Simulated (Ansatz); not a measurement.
# Run report: C2H8AlNO, molecular dynamics (part 3 of 3)

The same run, continued: C2H8AlNO; RKS CAM-B3LYP-D4/6-31G (Ansatz 0.2.0). One setting was made poor on purpose. It belongs to a series of runs on one base structure; here: dynamics from the last frame of an earlier run.

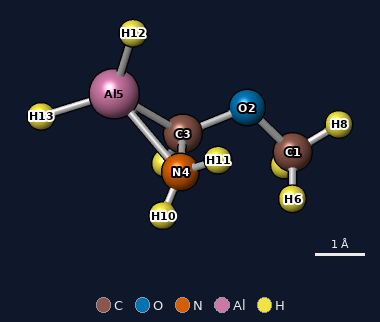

Figure 1. The geometry at step 100 of the log (ball-and-stick view, seen at a tilt; atoms are numbered from 1 in the order of the input).

Trajectory as extended XYZ, continued
```
13
Properties=species:S:1:pos:R:3:forces:R:3 step=40 time_fs=40.0 energy=-12331.87228 temperature=283.7
C    -1.5203   -1.3580   -0.2340   -2.3855   0.7675  -0.1676
O    -0.8229   -0.5115    0.6382    1.0028   0.8332   1.6206
C     0.5651   -0.2966    0.4967   -0.4653   0.2057  -0.7269
N     0.8023    0.9160   -0.6273    0.5424  -1.6293  -0.1597
Al    1.4326    1.3088    1.3060   -0.2542  -0.2107  -0.2700
H    -1.8849   -0.7193   -1.0641    0.1644  -0.8610  -0.1941
H    -1.0343   -2.2548   -0.5279    1.1305  -0.6963  -0.6622
H    -2.4066   -1.7111    0.3245    0.1842   0.3271  -0.2059
H     1.0120   -1.2398    0.1418    0.4646   0.5234  -0.0669
H     1.2872    0.6199   -1.5107   -0.5538   0.5940   1.1860
H    -0.1202    1.3020   -0.8056   -0.0055   0.2341  -0.2370
H     0.4002    2.4151    1.8857    0.2768  -0.1719  -0.0681
H     3.0206    1.2431    1.5381   -0.1016   0.0842  -0.0484
13
Properties=species:S:1:pos:R:3:forces:R:3 step=50 time_fs=50.0 energy=-12331.90568 temperature=246.4
C    -1.4907   -1.3679   -0.2456   -1.7913   0.4139   0.6852
O    -0.8166   -0.4576    0.6431   -0.2325   0.4337   0.2796
C     0.5642   -0.2572    0.4930   -1.0287   0.1221  -0.9947
N     0.7665    0.9011   -0.5686    1.1124  -0.6998  -1.9066
Al    1.4280    1.2808    1.2868    0.2913   0.1138   0.3240
H    -1.8916   -0.9915   -1.2117    0.6004   0.4321   0.4225
H    -0.8984   -2.2309   -0.4373    0.6313  -0.9700  -0.1457
H    -2.3698   -1.6166    0.3755    0.2261  -0.3862  -0.5782
H     0.9845   -1.1340    0.0423    0.8389  -0.6825   0.0490
H     1.3398    0.6276   -1.4144   -0.6560   0.5111   1.3402
H    -0.1189    1.2784   -0.8970   -0.0670   0.2022   0.2860
H     0.4087    2.3346    1.8444   -0.0656   0.3183   0.2703
H     2.9989    1.1378    1.4822    0.1406   0.1913  -0.0315
13
Properties=species:S:1:pos:R:3:forces:R:3 step=60 time_fs=60.0 energy=-12331.77827 temperature=273.9
C    -1.5008   -1.4035   -0.2319    0.2070   1.0361   0.1081
O    -0.8293   -0.4082    0.6649   -0.9625  -1.5386  -0.0954
C     0.5386   -0.2529    0.4181   -0.6064   2.0094   1.6428
N     0.7547    0.8708   -0.5599    0.6028   1.0870  -1.5840
Al    1.4284    1.2663    1.2855    0.1845   0.4772   0.8817
H    -1.6053   -0.9018   -1.2075   -0.5731  -0.3820   0.1595
H    -0.8090   -2.2077   -0.3507    0.4969  -0.9245  -0.1748
H    -2.4428   -1.8159    0.1959    0.6237   0.8951  -0.1855
H     1.1839   -1.0498    0.2188    0.3567  -1.8621  -0.7409
H     1.4543    0.7516   -1.3103   -0.9223   0.0403   0.2339
H    -0.0936    1.4086   -0.8140    0.7462  -0.6678   0.0287
H     0.4840    2.4090    1.9552    0.2852  -0.2196  -0.1542
H     3.0625    1.2097    1.3948   -0.4386   0.0496  -0.1198
13
Properties=species:S:1:pos:R:3:forces:R:3 step=70 time_fs=70.0 energy=-12331.94184 temperature=244.4
C    -1.4375   -1.4147   -0.2214   -1.6942   0.6982  -0.5442
O    -0.8888   -0.4248    0.6800    0.9198  -0.1121  -0.3896
C     0.5301   -0.2272    0.4118   -1.4774   0.9212   1.4997
N     0.7804    0.8798   -0.6044   -1.2827   1.1473  -0.5114
Al    1.4337    1.2616    1.3086    0.2721   0.0827  -0.0770
H    -1.5718   -0.9570   -1.2181    0.3846  -0.3390  -0.0233
H    -0.8237   -2.3101   -0.2746    0.0838  -0.1847   0.0175
H    -2.4781   -1.6571    0.0867    0.7906   0.0198   0.2786
H     0.9315   -1.1684    0.1769    1.1043  -1.0412  -0.7262
H     1.3535    0.7882   -1.4393   -0.0445  -0.4246   0.1872
H    -0.0862    1.4266   -0.8075    0.8257  -0.7091   0.1448
H     0.6959    2.4444    2.0435   -0.3484   0.1178   0.0823
H     3.0016    1.3253    1.2247    0.4665  -0.1762   0.0617
13
Properties=species:S:1:pos:R:3:forces:R:3 step=80 time_fs=80.0 energy=-12331.76391 temperature=314.1
C    -1.4378   -1.4022   -0.2483   -0.4455  -1.9233   1.1947
O    -0.8864   -0.4499    0.6693    0.5970   0.4098  -0.2997
C     0.4770   -0.2322    0.4830    0.4224   1.9386  -0.4605
N     0.7735    0.9228   -0.6561   -2.1431   0.1827   1.0495
Al    1.4551    1.2661    1.3295    0.6785   0.1736  -0.8022
H    -1.3953   -1.1582   -1.3117   -0.4010   0.5756   0.0723
H    -0.8781   -2.3697   -0.1441   -0.3244   0.5588  -0.0594
H    -2.4291   -1.5670    0.2117    0.0917  -0.0079  -1.1157
H     0.9717   -1.0202   -0.0277    0.5460  -1.5115   0.3033
H     1.2367    0.5249   -1.4561    0.4475   0.2060  -0.3465
H    -0.1348    1.3627   -0.9359    1.0864  -0.2445   0.2870
H     0.6757    2.4445    2.1082    0.0248  -0.2293  -0.1259
H     3.0990    1.2683    1.1483   -0.5804  -0.1286   0.3033
13
Properties=species:S:1:pos:R:3:forces:R:3 step=90 time_fs=90.0 energy=-12331.85254 temperature=250.3
C    -1.4666   -1.4510   -0.2437    0.3039  -0.3416   0.0854
O    -0.8667   -0.4604    0.6469   -1.5543  -0.0931   0.7346
C     0.4793   -0.1851    0.4996   -0.1695   0.7214  -0.5344
N     0.7184    0.9322   -0.6609   -0.5779  -0.2221   1.4327
Al    1.4901    1.2752    1.3281   -1.1035   0.1481  -0.3894
H    -1.3568   -1.0920   -1.2650    0.4447  -0.3367  -0.4551
H    -0.9549   -2.4407   -0.0522   -0.7016   0.8463  -0.5172
H    -2.5718   -1.5207   -0.1242    0.8825   0.0989   0.7267
H     1.0468   -1.0803    0.2727    0.3275  -0.2201  -0.6714
H     1.2638    0.5464   -1.3875    0.9174  -0.1754  -1.1815
H    -0.0994    1.4404   -1.0460    0.4999  -0.5950   0.7871
H     0.6128    2.3475    2.1199    0.1494   0.1663  -0.0525
H     3.0362    1.0980    1.2833    0.5814   0.0030   0.0350
13
Properties=species:S:1:pos:R:3:forces:R:3 step=100 time_fs=100.0 energy=-12331.78630 temperature=314.4
C    -1.4614   -1.4645   -0.2633   -0.3733  -1.0805   0.8162
O    -0.9111   -0.4739    0.6570    1.4565   0.0196  -0.3668
C     0.4967   -0.1310    0.4631   -0.7465  -1.6554   0.4658
N     0.7099    0.8812   -0.6227   -1.0286   1.5218   1.4144
Al    1.5025    1.2872    1.3146    0.0718  -0.0799   0.5106
H    -1.1809   -1.2475   -1.2832   -0.3333   0.4658  -0.6018
H    -1.1343   -2.5593   -0.1321   -0.1642   1.5178   0.5372
H    -2.5484   -1.3885   -0.0384    0.6593  -0.2424  -0.6950
H     1.0895   -1.0146    0.2447    0.0178  -0.3423  -0.1988
H     1.3314    0.8429   -1.3798    0.7468  -0.7990  -1.3708
H    -0.1448    1.3978   -0.7977    0.0952   0.1592  -0.1933
H     0.6766    2.4047    2.0767    0.0573   0.2853  -0.0843
H     3.1081    0.9812    1.4485   -0.4587   0.2300  -0.2333
13
Properties=species:S:1:pos:R:3:forces:R:3 step=110 time_fs=110.0 energy=-12332.01613 temperature=260.7
C    -1.4516   -1.4591   -0.2863   -1.1605  -0.7283   1.8333
O    -0.8999   -0.4845    0.6524    0.3096   0.3895  -0.7164
C     0.4752   -0.1937    0.4492    0.4026  -0.1148   0.6176
N     0.7117    0.9021   -0.5680    0.2383   0.3728   0.1989
Al    1.5064    1.2998    1.3125   -0.4470  -0.2982  -0.0265
H    -1.2139   -1.2881   -1.3243    0.6956  -0.0812  -0.3995
H    -1.1554   -2.4524    0.1551   -0.2753   0.5889  -1.1810
H    -2.5568   -1.3573   -0.2193    0.6202  -0.1468   0.1584
H     1.0587   -1.0448    0.0758   -0.1411  -0.1965   0.4022
H     1.1368    0.7008   -1.4546    0.2513  -0.2317  -0.4108
H    -0.1203    1.4411   -0.6768   -0.7552   0.7173  -0.2283
H     0.8319    2.6383    1.9231   -0.0141  -0.2856  -0.1591
H     3.0512    1.0010    1.4690    0.2757   0.0145  -0.0889
13
Properties=species:S:1:pos:R:3:forces:R:3 step=120 time_fs=120.0 energy=-12331.52146 temperature=282.4
C    -1.4711   -1.4514   -0.2603    0.9465  -1.7334  -0.4707
O    -0.8791   -0.4765    0.6141   -1.7052  -0.4836   1.2587
C     0.4779   -0.2617    0.4998    0.2771   1.3569   0.2699
N     0.7022    0.9692   -0.5529    1.7778  -2.9140  -0.0074
Al    1.5023    1.2951    1.3074    0.5064  -0.7312  -0.7253
H    -0.9664   -1.3429   -1.2098   -0.5454   0.5121  -1.1224
H    -1.1778   -2.5444   -0.0751   -0.5518   1.2618   0.8461
H    -2.5682   -1.3601   -0.2998    0.6338   0.2204   0.0641
H     0.9932   -1.2027    0.1897    0.1559   1.0309  -0.2717
H     0.9302    0.5319   -1.4366    0.6386   0.6340  -0.3751
H    -0.0588    1.5790   -0.6755   -1.6558   0.7759   0.1270
H     0.8965    2.6959    1.6881   -0.3685   0.1228   0.3113
H     3.0949    1.0666    1.3884   -0.1093  -0.0526   0.0955
13
Properties=species:S:1:pos:R:3:forces:R:3 step=130 time_fs=130.0 energy=-12331.78034 temperature=280.7
C    -1.4345   -1.4709   -0.2938   -1.2206   0.1967   0.6556
O    -0.9131   -0.4832    0.6194    1.0801  -0.1113   0.7604
C     0.4789   -0.2374    0.5770   -0.0055   0.2061  -2.0890
N     0.7095    0.9649   -0.5455    1.4107  -1.5253  -0.0033
Al    1.5063    1.2756    1.2819    0.5645   0.8786  -0.1633
H    -1.0751   -1.2928   -1.2985    0.5709  -0.4741  -0.3624
H    -1.3308   -2.4997    0.1203    0.2666   0.5952  -0.6298
H    -2.4979   -1.2108   -0.3254   -0.0516  -0.3942   0.0213
H     1.1167   -1.0488    0.1381   -0.7247   0.1678   0.6279
H     1.0287    0.8026   -1.5151   -0.1026  -0.1513   0.9380
H    -0.1117    1.5044   -0.5173   -1.4723   1.0390  -0.2636
H     0.7739    2.6872    1.5916    0.0522  -0.3255   0.3763
H     3.1245    1.1129    1.3501   -0.3675  -0.1016   0.1319
13
Properties=species:S:1:pos:R:3:forces:R:3 step=140 time_fs=140.0 energy=-12331.84122 temperature=300.0
C    -1.4497   -1.4540   -0.3297    0.2840  -0.9124   1.6012
O    -0.9031   -0.4930    0.6644   -0.4761   0.2903  -0.9855
C     0.4558   -0.1683    0.5277    0.7312  -2.4455  -0.1269
N     0.7020    0.9284   -0.5059    1.9510  -0.4879  -1.4619
Al    1.5201    1.2837    1.2567   -0.5909   0.6363   1.0921
H    -1.0101   -1.5056   -1.3202    0.2974   0.8612  -0.2884
H    -1.2490   -2.4473    0.1082   -0.3269   0.0884  -0.1269
H    -2.5219   -1.2873   -0.3678   -0.0424   0.1058  -0.0926
H     1.0380   -1.1121    0.2847   -0.3248   1.1591  -0.1088
H     1.2109    0.8417   -1.4105   -0.7149  -0.4449   0.9158
H    -0.1283    1.4434   -0.5981   -1.4507   1.1139  -0.3757
H     0.6658    2.4990    1.8524    0.1604   0.0851   0.0476
H     3.0541    1.0470    1.4217    0.5027  -0.0494  -0.0900
13
Properties=species:S:1:pos:R:3:forces:R:3 step=150 time_fs=150.0 energy=-12331.76132 temperature=398.5
C    -1.4440   -1.4641   -0.2980   -0.0409   0.6272   0.1100
O    -0.9147   -0.4920    0.6660   -0.4873  -0.5059   0.3555
C     0.4422   -0.1940    0.4855    1.0908  -0.7563   1.0692
N     0.6940    0.9233   -0.5150    2.8678  -1.8769  -1.9198
Al    1.5224    1.3100    1.2685    0.1777  -0.8987   0.7648
H    -0.9021   -1.2151   -1.1955    0.0014  -0.6257  -0.9548
H    -1.3130   -2.5102    0.0081    0.2661   0.2659   0.0708
H    -2.5096   -1.2819   -0.4652    0.1092   0.1378   0.2509
H     1.0925   -1.0677    0.1575   -1.0029   0.7797   0.2666
H     1.2269    0.5113   -1.3298   -0.7372   1.3068   0.8858
H    -0.0638    1.4594   -0.8186   -1.7314   1.0034  -0.4608
H     0.7197    2.3754    2.1360    0.0476   0.2593  -0.2007
H     3.1364    0.9829    1.3883   -0.5609   0.2834  -0.2374
```

The run was set up as follows.

Input
```yaml
crystal:
  periodic: [false, false, false]
  atoms:
    - { symbol: C, position_ang: [-1.531354, -1.269201, -0.294568] }
    - { symbol: O, position_ang: [-0.778568, -0.582299, 0.728037] }
    - { symbol: C, position_ang: [0.533136, -0.294919, 0.523491] }
    - { symbol: "N", position_ang: [0.751778, 0.865744, -0.663939] }
    - { symbol: Al, position_ang: [1.427692, 1.320972, 1.30242] }
    - { symbol: H, position_ang: [-1.809749, -0.57329, -1.111402] }
    - { symbol: H, position_ang: [-0.851255, -2.054538, -0.572295] }
    - { symbol: H, position_ang: [-2.454983, -1.745242, 0.091709] }
    - { symbol: H, position_ang: [1.233934, -1.152358, 0.313291] }
    - { symbol: H, position_ang: [1.41332, 0.62291, -1.393972] }
    - { symbol: H, position_ang: [-0.052975, 1.310096, -0.92486] }
    - { symbol: H, position_ang: [0.459166, 2.447782, 1.795238] }
    - { symbol: H, position_ang: [2.978326, 1.218078, 1.36628] }
basis:
  gaussian: { orbitals: "6-31G" }
hamiltonian:
  xc: cam_b3lyp
  dispersion: d4
md:
  timestep: 1.0
  n_steps: 150
  ensemble: nvt_nose_hoover
  temperature: 300.0
  initial_velocities: maxwell_boltzmann
  seed: 192005
  nose_hoover: { tau: 1.0, chain_length: 1 }
scf:
  lower_state_search: "off"
```

Launched with:
```bash
ansatz run input.yaml --threads 1 --pin off --max-ram 2048MiB --backend cpu --events-out ev --progress --plain --runs-dir out
```

Summary

```json
{"quantity": "outcome", "value": "finished"}
{"quantity": "mean temperature over the second half", "value": "301 K"}
{"quantity": "trajectory", "value": "150 steps, 150 fs"}
{"quantity": "ensemble", "value": "nvt_nose_hoover"}
{"quantity": "temperature in the input", "value": "300.0 K"}
{"quantity": "time step", "value": "1.0 fs"}
{"quantity": "potential energy (last step)", "value": "−12331.7615 eV"}
{"quantity": "mean-field energy (last step)", "value": "−12331.5562 eV"}
{"quantity": "largest force (length of the vector) (last step)", "value": "3.928 eV/Å"}
{"quantity": "hardware", "value": "1 thread of Arm Neoverse V2, 24 GiB of memory available, shared host"}
{"quantity": "wall time", "value": "7.3 min"}
{"quantity": "peak memory", "value": "0.14 GiB"}
```

Notes

A deliberately poor setting: thermostat time. So short a trajectory is not equilibrated.
